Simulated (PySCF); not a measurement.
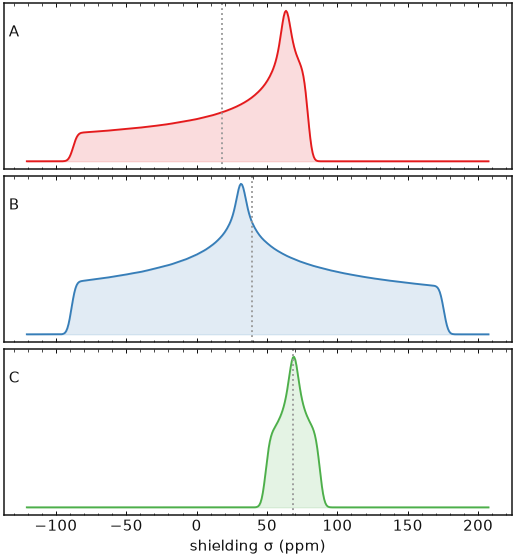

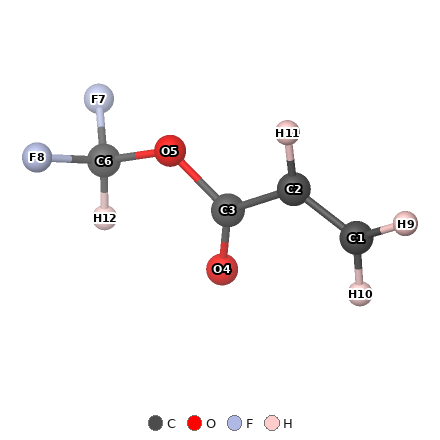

Static powder patterns (¹³C) from GIAO shielding tensors of C₄H₄F₂O₂, SMILES C=CC(=O)OC(F)F, PBE0/pcSseg-1 in PySCF, at a GFN2-xTB geometry (no frequency check); absolute shielding, one fixed geometry of the isolated molecule without any motion, no dipolar terms. The dotted line is the isotropic value; skew is 3(σiso − σ22)/span.

The panels belong to C1, C3 and C6. Which is which?

panel A: C3, σ11, σ22, σ33 = −88, 63, 79 ppm, isotropic 18, span 167 ppm, skew −0.81; panel B: C1, σ11, σ22, σ33 = −89, 32, 176 ppm, isotropic 39, span 264 ppm, skew 0.09; panel C: C6, σ11, σ22, σ33 = 49, 69, 88 ppm, isotropic 69, span 39 ppm, skew −0.03.

Known limits of this run: the tight-binding geometry is rougher than a DFT one and adds to the error; one conformer of a flexible molecule.
